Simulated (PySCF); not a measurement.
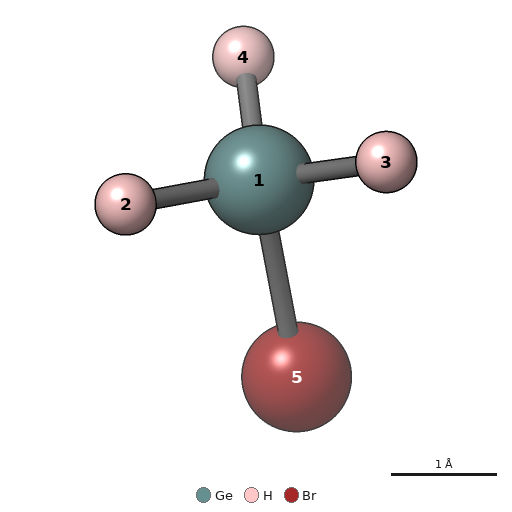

Orthographic view. Distant atoms are faded towards the background colour. Computed geometry: PBE0-D4/def2-TZVP optimisation. No frequency run is at hand to confirm it as a minimum.

Give the geometry as a Z-matrix, atoms in numerical order, with these reference atoms: 2 to 1; 3 to 1, 2; 4 to 1, 2, 3; 5 to 1, 2, 4.

```
Ge 
H    1   1.532
H    1   1.532   2   111.7
H    1   1.532   2   111.7   3  -125.8
Br   1   2.309   2   107.2   4  -117.1
```
